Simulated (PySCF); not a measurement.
C$_{7}$H$_{6}$Cl (SMILES [CH2]c1ccc(Cl)cc1) (doublet)

```
atom    x (Å)    y (Å)    z (Å)
   C   2.3366  -0.0503  -0.1913
   C   0.9655  -0.0213  -0.0793
   C   0.2396   1.2043  -0.1303
   C  -1.1247   1.2317  -0.0196
   C  -1.8307   0.0399   0.1481
  Cl  -3.5471   0.0765   0.2898
   C  -1.1594  -1.1822   0.2018
   C   0.2048  -1.2147   0.0912
   H   2.9041   0.8531  -0.3198
   H   2.8794  -0.9771  -0.1524
   H   0.7895   2.1243  -0.2606
   H  -1.6620   2.1667  -0.0621
   H  -1.7240  -2.0930   0.3307
   H   0.7278  -2.1585   0.1315
```

Geometry: GFN2-xTB.

All numbers below come from PySCF, UKS B3LYP, pcH-1 on C Cl H, non-relativistic, mean-field spin-orbit, GIAO.

Predict the electron density, electron localisation function and spin density between the atoms.

Answer. C–C (1.37 Å): the density is about 2.2 e/Å³ at the midpoint; the ELF peaks at about 0.95 between the atoms: a covalent bond.
C–Cl (1.72 Å): the density is about 1.5 e/Å³ at the midpoint; the ELF peaks at about 0.90 between the atoms; localised, covalent bonding.
C–H (1.07 Å): ρ at the midpoint is about 2 e/Å³; the ELF climbs to about 1 towards the hydrogen, as it does in any bond to H: a covalent bond by its length.
C–C (1.43 Å): ρ at the midpoint is about 2 e/Å³; the ELF peaks at about 0.95 between the atoms: localised, covalent bonding.
The unpaired spin (1 electron) lies mostly on C1 (about 0.5), C5 (about 0.2), C8 (about 0.1) and C3 (about 0.1), in electrons by Hirshfeld's partition.

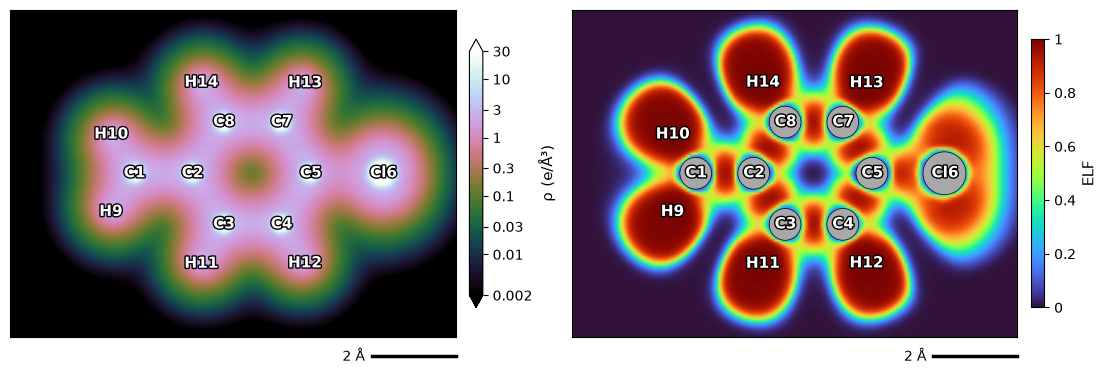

Computed electron density and electron localisation function on the molecular plane, in this order. Grey discs cover the atomic cores in the ELF map. 
